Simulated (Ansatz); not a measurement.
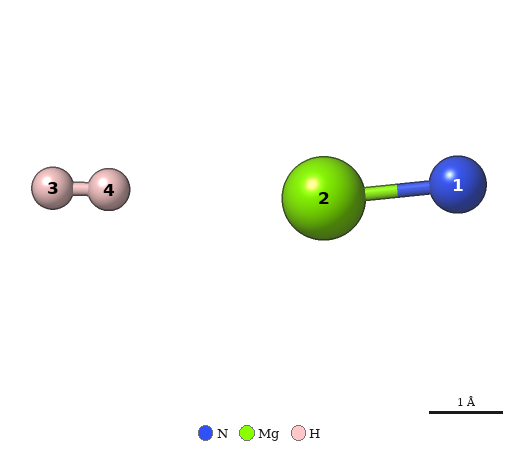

Orthographic view. Distant atoms are faded towards the background colour. The species has charge −1 and is a spin singlet. The computed structure is the end point of a PBE-D4/def2-SVPD optimisation. No frequency run is at hand to confirm it as a minimum.

List all interatomic distances (Å) as a matrix.

```tsv
atom	N1	Mg2	H3	H4
N1	0.00			
Mg2	1.87	0.00		
H3	5.61	3.76	0.00	
H4	4.84	2.98	0.78	0.00
```
